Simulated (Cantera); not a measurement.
Charge: 1 mol Si2H6, 0.82 mol Cl2, a varied amount of N2, equilibrated at 1073.15 K and 55.0 mbar.

Method: chemical equilibrium by Gibbs-energy minimisation in Cantera with the NASA 1993 tables (ideal gas, pure condensed phases). Candidate condensed phases: NH4Cl, Si, Si3N4; 28 gas species. The feed counts by its element totals alone. N2 is the only nitrogen source here; it is nearly inert below about 1500 K, so the nitride shown seldom forms there in practice. The tables' values for SiCl3 are old estimates; treat these amounts as uncertain. The numbers say what is thermodynamically allowed, not how fast it happens.

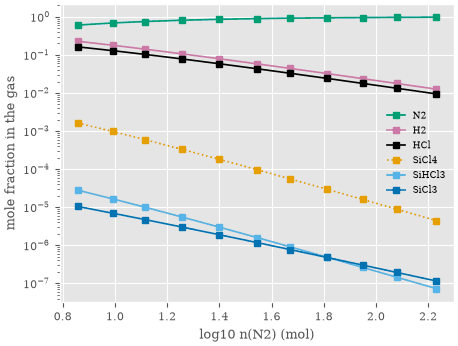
Figure. Equilibrium gas composition (values under 1e-9 drawn at 1e-9)

From 7.2 mol N2 to 170 mol N2 the condensed part is Si3N4(s). The main Si-bearing gas is SiCl4 throughout.
